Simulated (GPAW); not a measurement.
# Screening of a field by TaSi2As4 monolayer, part 2 of 2

Wanted: the out-of-plane polarisability of TaSi2As4 monolayer.

GPAW 26.7.0; GPAW, PAW setups; layer in a repeated cell with vacuum, relaxation of atoms and in-plane cell (the session's first sound run).

So far, dipole along the normal (e·Å): step 2 (relaxing the atoms) -8.2e-4; step 3 (plane waves, PBE) 8.6e-4; step 4 (field on) -0.158.

### Step 5. Field on

Level of this step: GPAW, PAW setups; slab in vacuum (GPAW).

Input file run.py:

```python
import json
import numpy as np
from ase import Atoms
from gpaw import GPAW, PW
from gpaw.external import ConstantElectricField

slab = Atoms(
    ['As', 'Si', 'As', 'Ta', 'As', 'Si', 'As'],
    positions=[
        [-0.00000, -0.00000, 7.00000],
        [-0.00000, 2.12884, 8.09811],
        [-0.00000, 2.12884, 10.48022],
        [-0.00000, 0.00000, 12.00917],
        [-0.00000, 2.12884, 13.53813],
        [-0.00000, 2.12884, 15.92024],
        [-0.00000, 0.00000, 17.01835]],
    cell=[[3.68726, 0.0, 0.0], [-1.84363, 3.19326, 0.0], [0.0, 0.0, 24.0183]],
    pbc=[True, True, False],
    magmoms=[0.0, 0.0, 0.0, 1.0, 0.0, 0.0, 0.0])

slab.calc = GPAW(mode=PW(400), xc='PBE', kpts={'size': (9, 9, 1), 'gamma': True},
                 occupations={'name': 'fermi-dirac', 'width': 0.05}, nbands='200%',
                 convergence={'density': 1e-05}, maxiter=200,
                 poissonsolver={'dipolelayer': 'xy'},
                 external=ConstantElectricField(-0.1, [0, 0, 1]),
                 symmetry={'tolerance': 1e-3}, txt='slab.txt')
result = {}
energy = slab.get_potential_energy()
fermi = slab.calc.get_fermi_level()
v = slab.calc.get_electrostatic_potential().mean((0, 1)) - fermi
n = slab.calc.get_pseudo_density().mean((0, 1))
L = slab.cell[2, 2]
z = np.arange(len(v)) * L / len(v)
low, high = slab.positions[:, 2].min(), slab.positions[:, 2].max()
below, above = np.interp([low - 4.8, high + 4.8], z, v)
slopes = [np.interp(x, z, np.gradient(v, z)) for x in (low - 4.8, high + 4.8)]
eps = np.array([[slab.calc.get_eigenvalues(k, s) for k in range(len(slab.calc.get_ibz_k_points()))]
                for s in range(slab.calc.get_number_of_spins())]) - fermi
top, bottom = eps[eps < 0].max(), eps[eps > 0].min()
dipole = slab.get_dipole_moment()[2]
print(f'energy {energy:.4f} eV, Fermi level {fermi:.4f} eV, dipole {dipole:.5f} e A')
print(f'potential 4.8 A off the faces, from the Fermi level: lower {below:.4f} eV, upper {above:.4f} eV')
print(f'slope of the potential there: lower {slopes[0]:.5f}, upper {slopes[1]:.5f} eV/A')
print(f'nearest levels on the mesh: {top:.4f} and {bottom:.4f} eV')
print('magnetic moment', round(slab.get_magnetic_moment(), 3))
result.update(energy=energy, fermi=fermi, dipole=dipole, below=below, above=above, slopes=slopes, edges=[top, bottom],
              z=z.tolist(), v=v.tolist(), n=n.tolist(), positions=slab.positions.tolist(),
              forces=slab.get_forces(apply_constraint=False).tolist(), moments=slab.get_magnetic_moments().tolist())
json.dump(result, open('result.json', 'w'))
```

Launch:

```sh
> OMP_NUM_THREADS=1 OPENBLAS_NUM_THREADS=1 python run.py
```

Log:

```text
energy -40.2086 eV, Fermi level 1.0222 eV, dipole -0.07904 e A
potential 4.8 A off the faces, from the Fermi level: lower 4.3009 eV, upper 5.5156 eV
slope of the potential there: lower -0.00014, upper 0.00020 eV/A
nearest levels on the mesh: -0.0827 and 0.0549 eV
magnetic moment 0.0
```

Wall time 10 min (1 thread of Arm Neoverse V2, shared host); peak memory 0.6 GiB.

Numbers from this step:

```
dipole along the normal                                         : -0.07904 e·Å
levels nearest the Fermi level on the mesh                      : -0.08272, 0.05495 eV from the Fermi level
potential below the slab, the applied field's own ramp left out : 4.301 eV from the Fermi level
potential above the slab, the applied field's own ramp left out : 5.516 eV from the Fermi level
```

The electrostatic potential energy of an electron (without an applied field's), less the Fermi level, planar mean oscillates, so the rows of the table below give means over windows of 1.72 Å about each position, cut where the curve ends. Its maxima inside the range that stand out by 2 % of the span (Å: eV): 7.6: -9.89, 9.3: 1.88, 11.2: -5.63, 12.9: -5.47, 14.7: 2.40, 16.4: -9.05. Its minima: 7.1: -14.6, 8.0: -11.5, 10.5: -12.5, 12.0: -16.6, 13.5: -12.2, 16.0: -10.7, 16.9: -13.6.

The electrostatic potential energy of an electron (without an applied field's), less the Fermi level, planar mean by z; means over each step:

```
z (Å)  electrostatic potential energy of an electron (without an applied field's), less the Fermi level, planar mean (eV)
 0.86                                                                                                                4.37
 2.58                                                                                                                4.30
 4.30                                                                                                                4.25
 6.02                                                                                                              -0.691
 7.74                                                                                                               -10.8
 9.46                                                                                                               -1.59
11.18                                                                                                               -10.3
12.90                                                                                                               -9.93
14.62                                                                                                              -0.888
16.34                                                                                                               -10.2
18.06                                                                                                                1.02
19.78                                                                                                                5.47
21.50                                                                                                                5.52
23.22                                                                                                                5.48
```

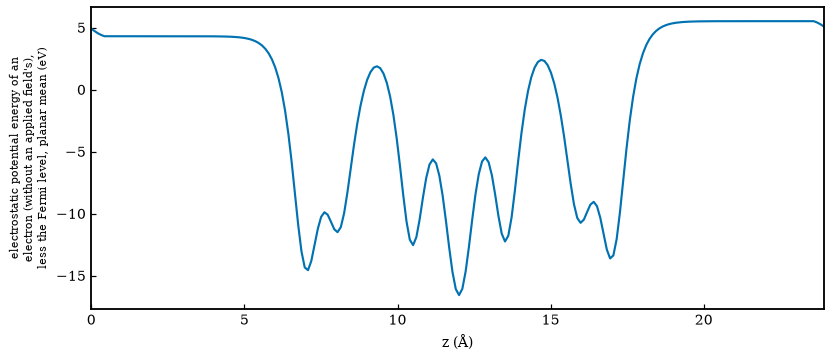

Electrostatic potential energy of an electron (without an applied field's), less the Fermi level, planar mean, plotted against z.

The dipole is now -0.0790 e Å, against 8.6e-4 in the run without a field.

### Step 6. Field on

Changes to run.py since step 5:

```diff
@@ -24,3 +24,3 @@
                  poissonsolver={'dipolelayer': 'xy'},
-                 external=ConstantElectricField(-0.1, [0, 0, 1]),
+                 external=ConstantElectricField(-0.05, [0, 0, 1]),
                  symmetry={'tolerance': 1e-3}, txt='slab.txt')
```

Log:

```text
energy -40.2057 eV, Fermi level 1.0225 eV, dipole -0.03952 e A
potential 4.8 A off the faces, from the Fermi level: lower 4.6039 eV, upper 5.2112 eV
slope of the potential there: lower -0.00016, upper 0.00019 eV/A
nearest levels on the mesh: -0.0827 and 0.0549 eV
magnetic moment 0.0
```

Run time: 9.7 min. Hardware: 1 thread; peak memory 0.61 GiB.

### Step 7. In a field

Changes to run.py since step 6:

```diff
@@ -24,3 +24,3 @@
                  poissonsolver={'dipolelayer': 'xy'},
-                 external=ConstantElectricField(-0.05, [0, 0, 1]),
+                 external=ConstantElectricField(0.05, [0, 0, 1]),
                  symmetry={'tolerance': 1e-3}, txt='slab.txt')
```

Log:

```text
energy -40.2057 eV, Fermi level 1.0225 eV, dipole 0.03952 e A
potential 4.8 A off the faces, from the Fermi level: lower 5.2112 eV, upper 4.6039 eV
slope of the potential there: lower -0.00019, upper 0.00016 eV/A
nearest levels on the mesh: -0.0827 and 0.0549 eV
magnetic moment 0.0
```

It took 9.6 min on 1 thread; peak memory 0.61 GiB.

### Step 8. Field on

Changes to run.py since step 7:

```diff
@@ -24,3 +24,3 @@
                  poissonsolver={'dipolelayer': 'xy'},
-                 external=ConstantElectricField(0.05, [0, 0, 1]),
+                 external=ConstantElectricField(0.1, [0, 0, 1]),
                  symmetry={'tolerance': 1e-3}, txt='slab.txt')
```

Log:

```text
energy -40.2086 eV, Fermi level 1.0222 eV, dipole 0.07904 e A
potential 4.8 A off the faces, from the Fermi level: lower 5.5156 eV, upper 4.3009 eV
slope of the potential there: lower -0.00020, upper 0.00014 eV/A
nearest levels on the mesh: -0.0827 and 0.0549 eV
magnetic moment -0.0
```

The job ended after 10 min (1 thread; peak memory 0.61 GiB).

The dipole is now 0.0790 e Å, against 8.6e-4 in the run without a field.

### Step 9. In a field

Changes to run.py since step 8:

```diff
@@ -24,3 +24,3 @@
                  poissonsolver={'dipolelayer': 'xy'},
-                 external=ConstantElectricField(0.1, [0, 0, 1]),
+                 external=ConstantElectricField(0.2, [0, 0, 1]),
                  symmetry={'tolerance': 1e-3}, txt='slab.txt')
```

Log:

```text
energy -40.2205 eV, Fermi level 1.0211 eV, dipole 0.15799 e A
potential 4.8 A off the faces, from the Fermi level: lower 6.1247 eV, upper 3.6967 eV
slope of the potential there: lower -0.00026, upper 0.00012 eV/A
nearest levels on the mesh: -0.0828 and 0.0550 eV
magnetic moment 0.0
```

Wall time 9.9 min (1 thread); peak memory 0.61 GiB.

The electrostatic potential energy of an electron (without an applied field's), less the Fermi level, planar mean oscillates, so the rows of the table below give means over windows of 1.77 Å about each position, cut where the curve ends. Its maxima inside the range that stand out by 2 % of the span (Å: eV): 1.4: 6.12, 7.6: -8.63, 9.3: 2.66, 11.2: -5.38, 12.9: -5.72, 14.7: 1.62, 16.4: -10.3. Its minima: 7.1: -13.1, 8.0: -10.4, 10.5: -12.1, 12.0: -16.6, 13.5: -12.7, 16.0: -11.9, 16.9: -15.0.

Table of electrostatic potential energy of an electron (without an applied field's), less the Fermi level, planar mean by z; means over each step:

```
z (Å)  electrostatic potential energy of an electron (without an applied field's), less the Fermi level, planar mean (eV)
 0.89                                                                                                                6.00
 2.66                                                                                                                6.12
 4.43                                                                                                                6.04
 6.20                                                                                                              -0.969
 7.97                                                                                                               -8.05
 9.74                                                                                                               -2.60
11.51                                                                                                               -10.7
13.28                                                                                                               -8.41
15.05                                                                                                               -2.55
16.82                                                                                                               -10.9
18.59                                                                                                                2.51
20.36                                                                                                                3.69
22.13                                                                                                                3.70
23.90                                                                                                                3.83
```

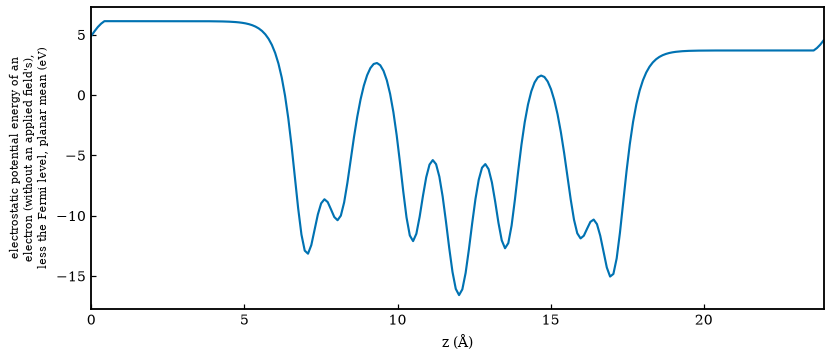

Electrostatic potential energy of an electron (without an applied field's), less the Fermi level, planar mean against z.

The dipole is now 0.158 e Å, against 8.6e-4 in the run without a field.

### Step 10. Field on

Changes to run.py since step 9:

```diff
@@ -24,3 +24,3 @@
                  poissonsolver={'dipolelayer': 'xy'},
-                 external=ConstantElectricField(0.2, [0, 0, 1]),
+                 external=ConstantElectricField(0.3, [0, 0, 1]),
                  symmetry={'tolerance': 1e-3}, txt='slab.txt')
```

Log:

```text
energy -40.2402 eV, Fermi level 1.0194 eV, dipole 0.23707 e A
potential 4.8 A off the faces, from the Fermi level: lower 6.7363 eV, upper 3.0930 eV
slope of the potential there: lower -0.00032, upper 0.00010 eV/A
nearest levels on the mesh: -0.0830 and 0.0552 eV
magnetic moment 0.0
```

Run time: 11 min. Hardware: 1 thread; peak memory 0.61 GiB.

The dipole is now 0.237 e Å, against 8.6e-4 in the run without a field.

### Step 11. The series

The members are put on one axis.

This step: induced dipole against applied field (GPAW 26.7.0).

Table of dipole along the normal by field:

```
field (V/Å)  dipole along the normal (e·Å)
     -0.200                         -0.158
     -0.100                        -0.0790
     -0.050                        -0.0395
      0.000                         8.6e-4
      0.050                         0.0395
      0.100                         0.0790
      0.200                          0.158
      0.300                          0.237
```

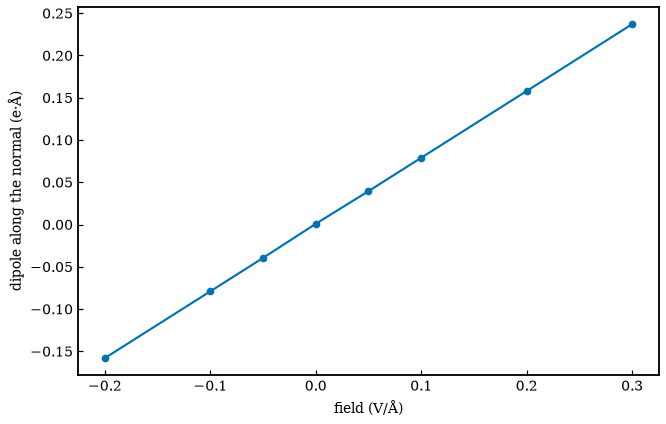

Dipole along the normal, plotted against field.

### Step 12. A changed run

One more run, with changed settings.

This step: GPAW, PAW setups; slab in vacuum (GPAW 26.7.0).

Changes to run.py since step 10:

```diff
@@ -4,3 +4,2 @@
 from gpaw import GPAW, PW
-from gpaw.external import ConstantElectricField
 
@@ -17,3 +16,3 @@
     cell=[[3.68726, 0.0, 0.0], [-1.84363, 3.19326, 0.0], [0.0, 0.0, 24.0183]],
-    pbc=[True, True, False],
+    pbc=[True, True, True],
     magmoms=[0.0, 0.0, 0.0, 1.0, 0.0, 0.0, 0.0])
@@ -22,5 +21,4 @@
                  occupations={'name': 'fermi-dirac', 'width': 0.05}, nbands='200%',
-                 convergence={'density': 1e-05}, maxiter=200,
+                 convergence={'density': 1e-05}, maxiter=100,
                  poissonsolver={'dipolelayer': 'xy'},
-                 external=ConstantElectricField(0.3, [0, 0, 1]),
                  symmetry={'tolerance': 1e-3}, txt='slab.txt')
```

Log:

```text
AssertionError
```

Run time: 0.85 s. Hardware: 1 thread; peak memory 0.16 GiB.

The input was rejected at the start.

The fault put into the input: a dipole layer in a cell that repeats along the normal (pbc_z = true).

### Step 13. Outcome

| Property | Result |
| --- | --- |
| work function, upper and lower face | 4.900 and 4.915 eV |
| dipole along the normal | 8.6e-4 e Å |
| induced dipole per field | 0.790 e Å per V/Å |
| out-of-plane polarisability per area, α/(ε0 A) | 12.1 Å |

The field induces 0.790 e Å per V/Å, a polarisable thickness α/(ε0 A) of 12.1 Å beside 10.0 Å between the outermost nuclei. A perfect conductor would give the distance between its two image planes; a dielectric of thickness t gives t(1 - 1/ε). The induced dipole is linear in the field over this range. The small printed dipole stands for a step of -13 meV from the lower to the upper face, and the probes find -16 meV; values this small are near the numerical noise of both. One magnetic start was tried; another order may lie lower. The layer's cell and atoms come from the relaxation; spin-orbit coupling and temperature are left out.

[Logs are printed without paths, hosts, clocks, repeated set-up lines and the standing remarks that a program may print on its own settings, such as how far it seeks lower states.]

[Hosts, paths, dates, database ids (printed as entryN), source tags and the programs' standing remarks are cut or masked in the printed files.]
